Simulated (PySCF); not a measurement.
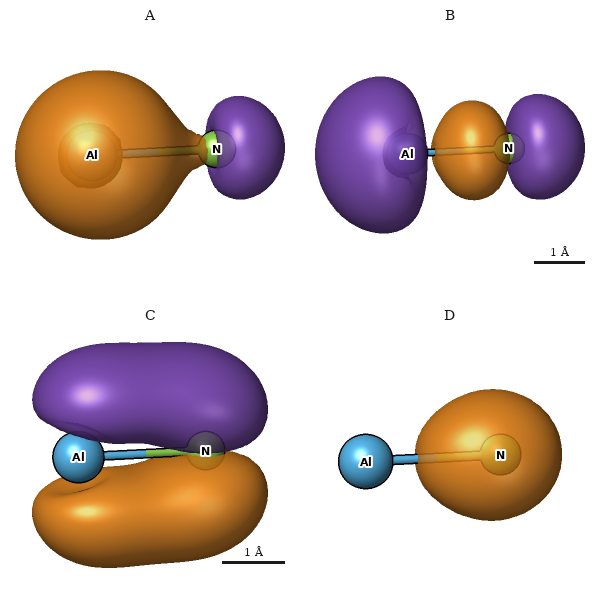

The picture shows: AlN (charge +1, quartet). Four frontier β-spin orbitals, each drawn at the value that holds 80 % of its norm (orange and purple are the two phases), in no order; of a degenerate pair one member is drawn.

All numbers below come from PBE0/aug-cc-pVDZ(-PP), non-relativistic Hamiltonian with scalar-relativistic core potentials where named, at a bond length of 2.130 Å (PySCF 2.14.0).

Question: Name the orbitals and rank them from lowest to highest energy.

Answer: Orbital D: σ, occupied in this spin, −24.66 eV; mainly on N (90 %).
Orbital A: σ, occupied in this spin, −15.40 eV; mainly on Al (70 %).
Orbital B: σ, empty in this spin, −10.32 eV; shared between the atoms (Al 50 %, N 50 %).
Orbital C: π, empty in this spin, −9.68 eV; bonding, with no node between the atoms.
